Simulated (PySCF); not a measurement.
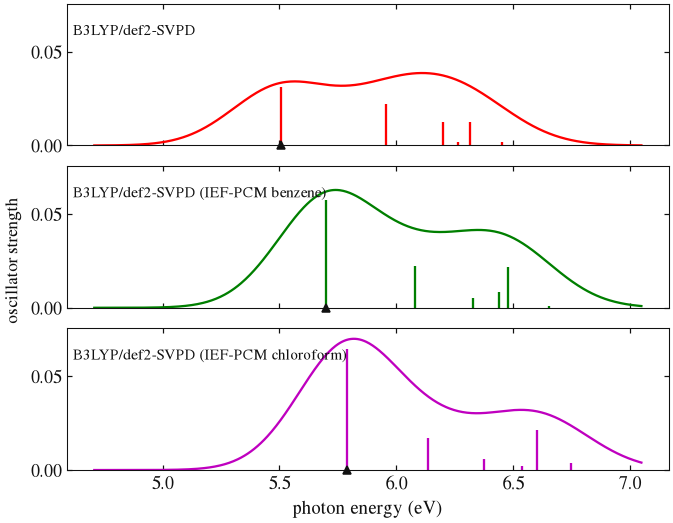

Vertical TDDFT spectra of C₃H₉AlClFS, SMILES C[S@@+](CF)[AlH2-][CH2]Cl, singlet at one geometry and several levels (PySCF, at a PBE0-D3(BJ)/def2-SVP geometry (no frequency check)); sticks with Gaussians of 1/e half-width 0.30 eV, the triangle marks S1, which has the same leading orbital pair at all these levels. Only the lowest states were computed, so the high end is incomplete.

Question: How far does S1 move with the level of theory?

Answer: From lowest to highest: B3LYP/def2-SVPD 5.51 eV, B3LYP/def2-SVPD (IEF-PCM benzene) 5.70 eV, B3LYP/def2-SVPD (IEF-PCM chloroform) 5.79 eV; a spread of 0.28 eV.

Limits of at least one run: core orbitals are frozen in the response; one conformer of a flexible molecule.
